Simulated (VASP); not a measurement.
Band structure of CdSiP2 (relaxed from the chalcopyrite structure, space group I-42d). Computed with PBEsol GGA, VASP's PBE PAW potentials (set 64) (plane waves; VASP).

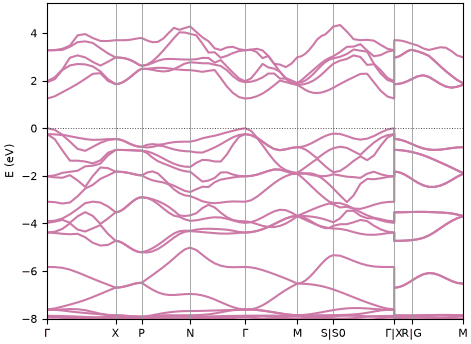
Figure. Bands along high-symmetry lines, zero at the valence-band maximum or, without a gap, the Fermi level

Problem. Read the plot: is there a gap, and where are the band edges?

Solution. The gap is direct, 1.25 eV, from the valence maximum at Γ to the conduction minimum at Γ. (Edges off the drawn lines would not show.)

The structure was generated: CdSiP2 was put into the chalcopyrite type (I-42d), which need not be its known phase. It was relaxed first, which changed the volume by +5 %.
